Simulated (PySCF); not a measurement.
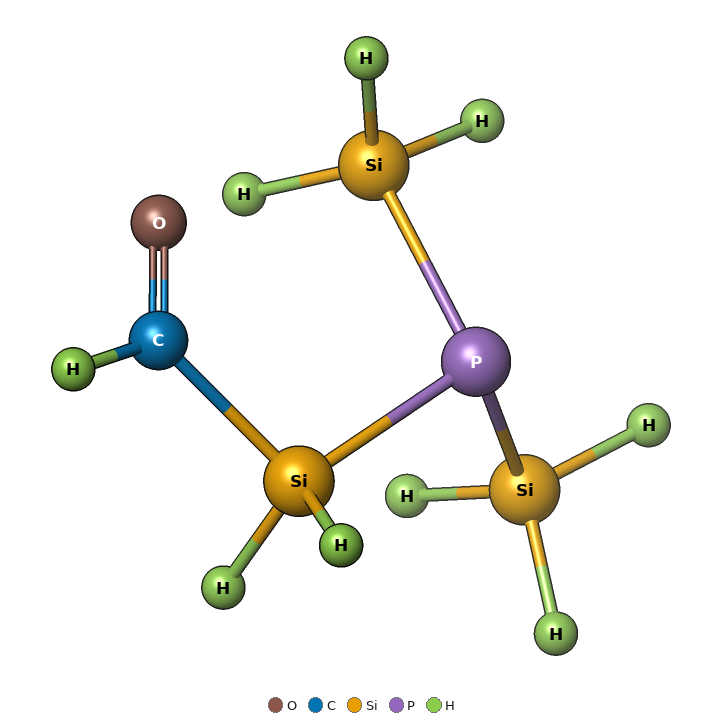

The computed structure is the end point of a GFN2-xTB optimisation. No frequency run is at hand to confirm it as a minimum. Level of theory: PBE0/pcSseg-1, gas phase (PySCF 2.14.0).

What does the calculation give?

The species is CH₉OPSi₃ (`O=C[SiH2]P([SiH3])[SiH3]`).
- dipole moment: 2.32 D
- HOMO energy (Kohn–Sham orbital): −7.08 eV
- LUMO energy (Kohn–Sham orbital): −1.87 eV
- HOMO–LUMO gap: 5.21 eV

The geometry is semi-empirical. Around P, Si such bond lengths and angles can be off by a tenth of an ångström or more and by several degrees, and values that hang on the shape move with them.
